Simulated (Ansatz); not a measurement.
**ScTlO2, pressure series**

Start from ScTlO$_{2}$ (space group R-3m, No. 166; a model cell, its experimental status unchecked).

```
ScTlO2
1.0
    1.60824     0.92852     6.37483
   -1.60824     0.92852     6.37483
    0.00000    -1.85704     6.37483
Sc Tl O
1 1 2
Direct
  0.00000   0.00000   0.00000
  0.50000   0.50000   0.50000
  0.27848   0.27848   0.27848
  0.72152   0.72152   0.72152
```

Cell and atoms are relaxed at each pressure.

Calculations: Ansatz (a program for electronic structure), PBEsol, PAW, cutoff 420 eV, no SOC.

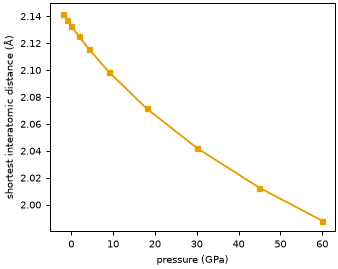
Figure: Shortest interatomic distance against pressure

| pressure (GPa) | shortest interatomic distance |
|---|---|
| -2 | 2.142 Å |
| -1 | 2.137 Å |
| 1.8 | 2.125 Å |
| 4.2 | 2.116 Å |
| 9 | 2.099 Å |
| 18 | 2.072 Å |
| 30 | 2.042 Å |
| 45 | 2.013 Å |
| 60 | 1.988 Å |

Load acts through the strain it causes; cell and atoms are relaxed under it. Stability against distortions was not tested. Competing high-pressure phases were not computed. The final runs are not spin-polarised.
